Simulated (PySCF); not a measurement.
# Br2H2Si, SMILES `Br[SiH2]Br`: electronic structure

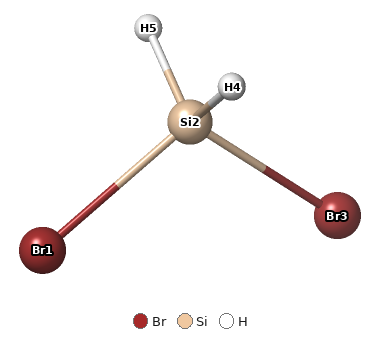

The molecule, with its atoms numbered as below. No frequency check shows the geometry to be a minimum.

Geometry (Å), atoms numbered from 1:

```
Br1      1.7868    0.2592    0.0000
Si2      0.0000   -1.0394    0.0000
Br3     -1.7868    0.2592   -0.0000
H4      -0.0008   -1.7971    1.2318
H5       0.0008   -1.7971   -1.2318
```

Part 1: Bonding charge

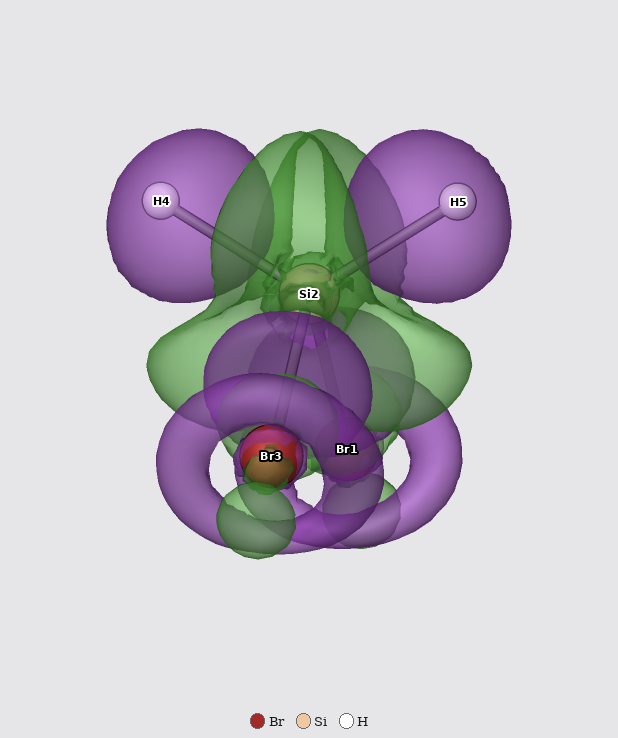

Deformation density (molecule less spherical, spin-averaged free atoms at the same positions), surfaces at ±0.04 e/Å³; purple: gain, green: loss.

PySCF calculation, PBE/def2-TZVP, gas phase; geometry: GFN2-xTB.

Q: How much density has each bond gained at its critical point, relative to the free atoms?

A: Si2–H4 and Si2–H5: +0.26 e/Å³ at the bond critical point (bond length 1.45 Å, Mayer order 0.9). Br1–Si2 and Si2–Br3: +0.07 e/Å³ at the bond critical point (bond length 2.21 Å, Mayer order 1.2). In all, 1.1 electrons gather in the regions of gain relative to the promolecule. A small or negative value marks a very polar bond, one between electron-rich atoms, whose free-atom densities already overlap strongly, a long bond to a heavier atom, or a closed-shell contact such as a hydrogen bond.

Part 2: Bond critical points

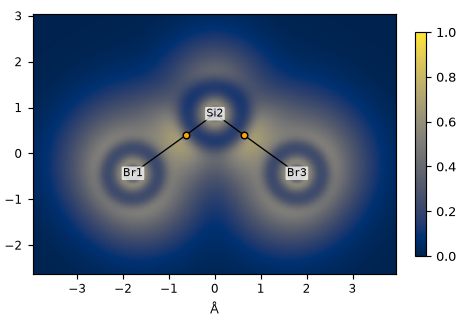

Localised orbital locator (LOL) in the plane of Br1, Si2 and Br3, with bond paths and bond critical points (dots).

Q: What values does LOL take at the bond critical points in this plane?

A: Br1–Si2 and Si2–Br3: about 0.43. Values above 0.5 mark slow, localised electrons, as in shared pairs; low values at a critical point mark a polar or closed-shell contact whose critical point lies between the shells.

Q: Where along Br1–Si2 does the critical point lie?

A: 1.42 Å from Br1 and 0.79 Å from Si2.

Part 3: Local ionisation energy

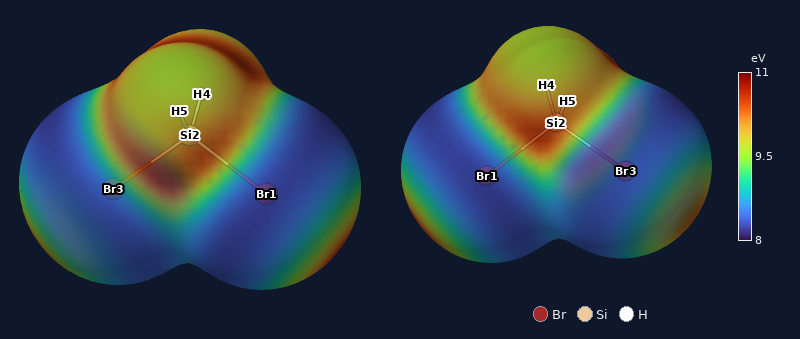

Average local ionisation energy on the surface of electron density 0.001 a.u. (back view left, front view right).

Q: Where are the most loosely bound electrons on this surface?

A: The lowest value is 8.2 eV, 2.2 Å from Br3, and at like points elsewhere. For comparison, the highest occupied orbital lies at −7.3 eV.

Q: What volume does the surface enclose, and what is the dipole moment?

A: About 118 Å³; the dipole moment is 1.2 D.

Part 4: In an electric field

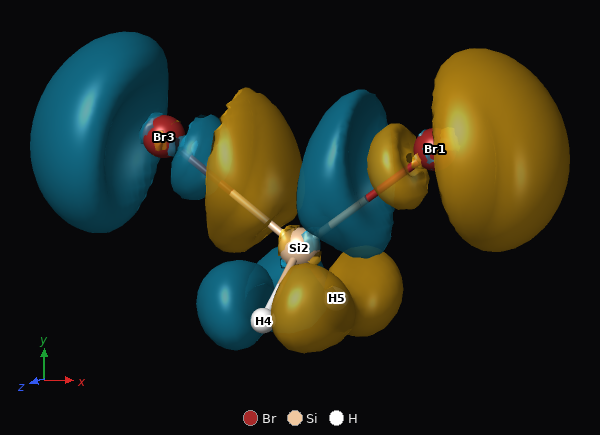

Change of the electron density in a uniform field of 0.21 V/Å, surfaces at ±0.002 e/Å³ (yellow: gain, teal: loss).

PySCF calculation, PBE/def2-TZVP, gas phase; geometry: GFN2-xTB. A basis without diffuse functions makes polarisabilities too small.

The field was applied in both directions; the picture shows the one opposite to the script's first.

Q: Along which Cartesian direction does the field point?

A: Along −x: electrons gather on the +x side, against the field.

Q: What dipole is induced, and what polarisability does it imply?

A: The induced dipole is 0.83 D (along the field); α along this axis, from the fields in both directions, is 81 bohr³ (12.1 Å³).

Part 5: Removing or adding an electron

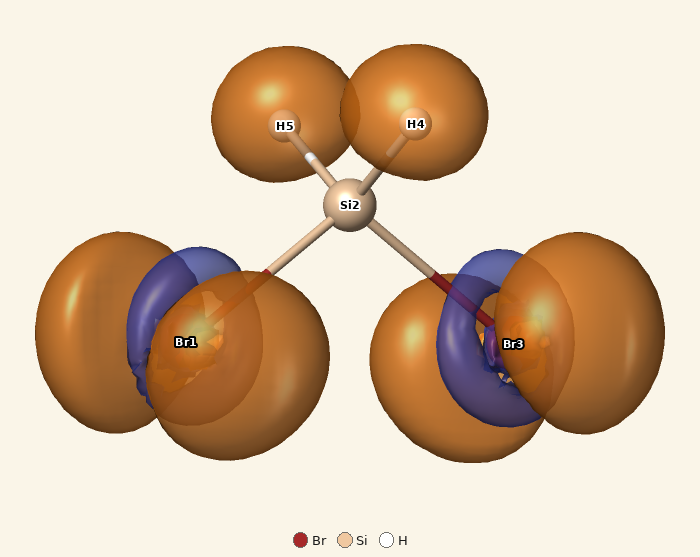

Fukui function f⁻ = ρ(N) − ρ(N−1) at fixed geometry, surfaces at ±0.02 e/Å³ (orange positive, blue negative).

Level of theory: PBE/def2-TZVP (PySCF), at a geometry from GFN2-xTB.

Q: Which atoms respond most to the removal of an electron?

A: f⁻ (Hirshfeld-condensed) is largest on Br1 and Br3 (0.36 each); the vertical ionisation energy is 10.21 eV (the stability of the cation's solution wasn't checked). Condensed values hint at sites of electrophilic attack but needn't mark the atom that reacts. Orbital relaxation makes it negative in places (0.08 e in all).

The PySCF runs shown took 16 s, 41 s and 90 s on 1 thread of Arm Neoverse V2, on a shared host.
